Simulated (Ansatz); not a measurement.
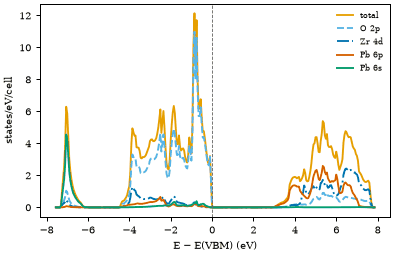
*Total and projected density of states of ZrPbO3 (cubic perovskite, Pm-3m), r²SCAN (plane waves, PAW; program Ansatz)*

Which orbitals carry the states next to the gap?

Top 1 eV of the valence band: O 2p 92 %. Bottom 1 eV of the conduction band: Pb 6p 73 %, O 2s 9 %, O 2p 8 %, Zr 4d 6 %. Projections are on Löwdin-orthogonalised atomic valence shells; empty p or d shells of many metals are not among them.

Where is the tallest occupied peak in this window, and what makes it?

Near -0.9 eV, about 12 states/eV per cell; the largest projected share is O 2p.

The first step of the workflow began from a Materials Project structure, measured or hypothetical; the Crystallography Open Database copy checked does not list it. COD files the formula under space group No. 38, 55. Its standing as an ambient phase is unchecked. The r²SCAN relaxation kept the symmetry of its start; whether a distortion lowers the energy is not shown. The run is not spin-polarised. Spin–orbit coupling is left out wherever it is not named.

Potentials: the later of the program's two PAW sets.
